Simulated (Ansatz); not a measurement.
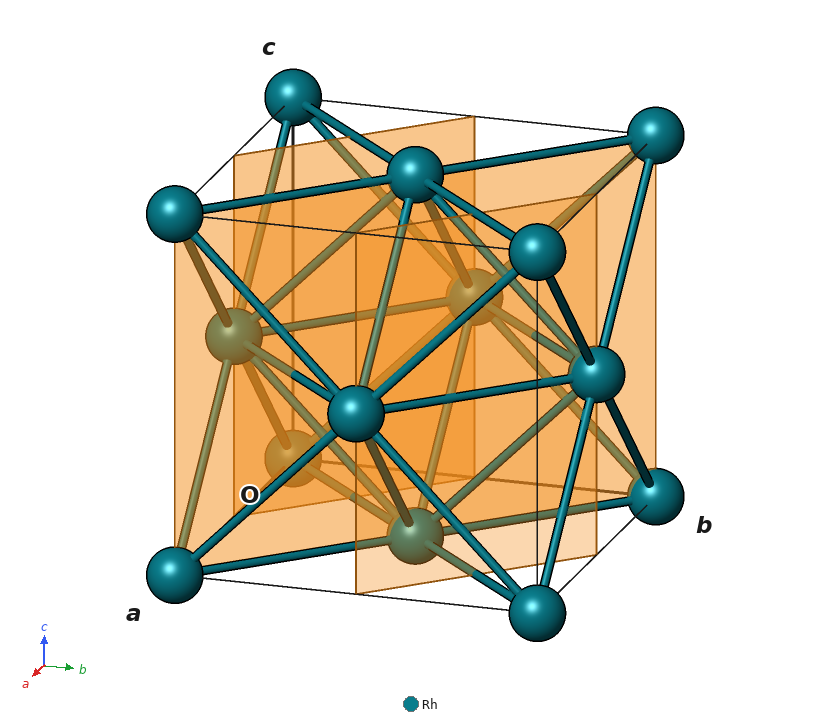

Every member of one family of equally spaced planes, hx + ky + lz = a whole number, that cuts the unit cell is shaded (one member passes through the origin O, touching the cell only at an edge or corner). Crystal: Rh, the input geometry of an electronic-structure calculation (not necessarily at equilibrium). The drawing is computed from the coordinates (standard cell, symmetry found to 0.002 Å).

a = 3.830 Å, b = 3.830 Å, c = 3.830 Å, α = 90.00°, β = 90.00°, γ = 90.00°.

What are the Miller indices?

Answer. (2 2 0); the opposite sign names the same planes. The member next to the origin meets the axes a at 1/2, b at 1/2, c never.

What is the spacing?

Answer. d = 1.354 Å.

Which atoms of the cell lie in these planes (within 0.03 Å)?

Answer. all 4 Rh.
